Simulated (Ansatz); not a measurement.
C₂H₅FSn (SMILES C[CH2][Sn][F])

```tsv
atom	x (Å)	y (Å)	z (Å)
C	-0.4862	-0.2269	1.5958
C	0.6365	0.8000	1.5922
F	2.7249	2.6252	2.7637
Sn	1.4199	1.3935	3.5652
H	-1.3716	0.1292	2.1487
H	-0.8298	-0.4771	0.5778
H	-0.1784	-1.1756	2.0667
H	1.5153	0.4500	1.0200
H	0.3327	1.7428	1.1009
```

Geometry: PBE0-D4/def2-SVP; core potentials replace the inner electrons of Sn.

All numbers below come from Ansatz, isolated molecule in a Gaussian basis; Kohn-Sham density functional theory, functional PBE0.

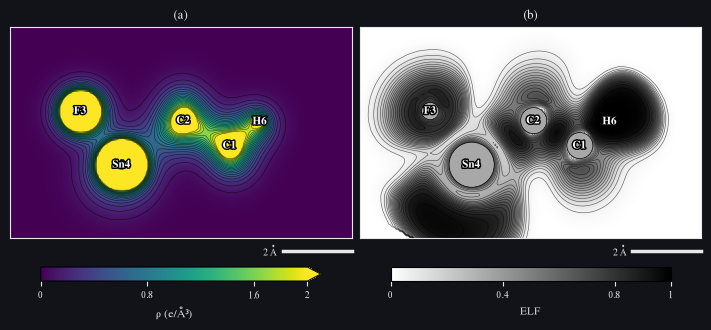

Figure 1. (a) electron density; (b) electron localisation function on the plane of atoms C2, Sn4 and F3. Grey discs cover the atomic cores in the ELF map.

Q: Read the bonding off the picture.

A:
- The plane passes through C, F, Sn and H nuclei.
- C–C (1.52 Å): ρ is about 1.6 e/Å³ halfway; the ELF peaks at about 0.95 between the atoms (a shared electron pair).
- Sn–F (1.97 Å): ρ at the midpoint is about 0.75 e/Å³; the ELF peaks at about 0.80 in the valence shell of F, 0.5 Å from its nucleus, and drops to about 0.15 between the two atoms.
- C–Sn (2.20 Å): ρ at the midpoint is about 0.66 e/Å³; the ELF peaks at about 0.90 in the valence shell of C, 0.7 Å from its nucleus, and drops to about 0.20 between the two atoms.
- C–H (1.10 Å): ρ at the midpoint is about 1.9 e/Å³; the ELF climbs to about 1 towards the hydrogen, as it does in any bond to H: an ordinary covalent bond to hydrogen.
- The ELF also peaks beside F3, away from the bonds: lone-pair regions.

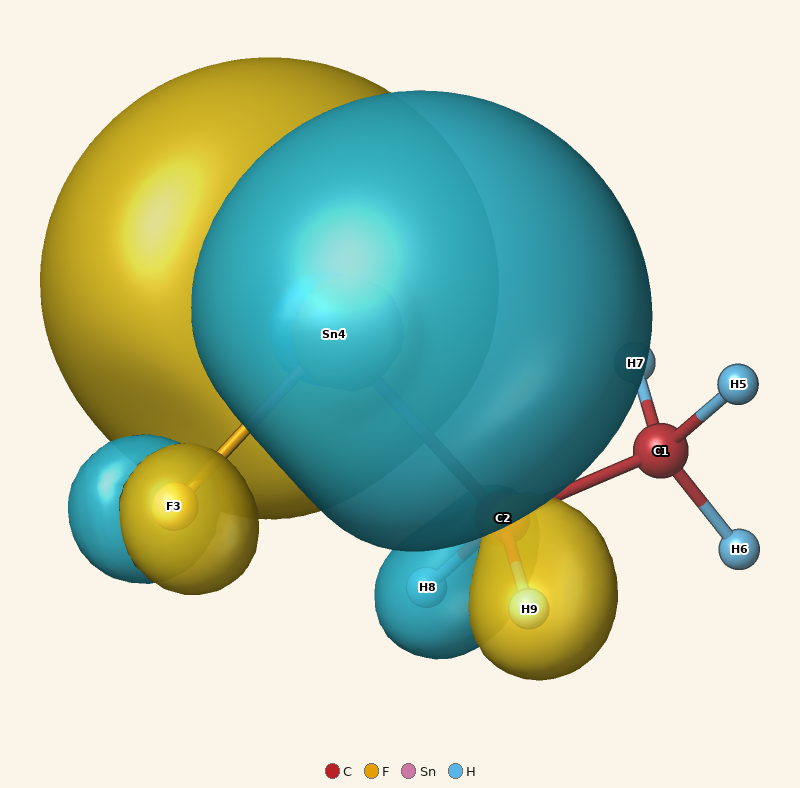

Figure 2. The LUMO at ±0.06 Å⁻³ᐟ² (yellow and cyan are the two phases), seen at a tilt.

Q: What is the character of this orbital?

A: By Hirshfeld shares it lies mainly on Sn4 (about 90 %). Its energy is −2.58 eV.
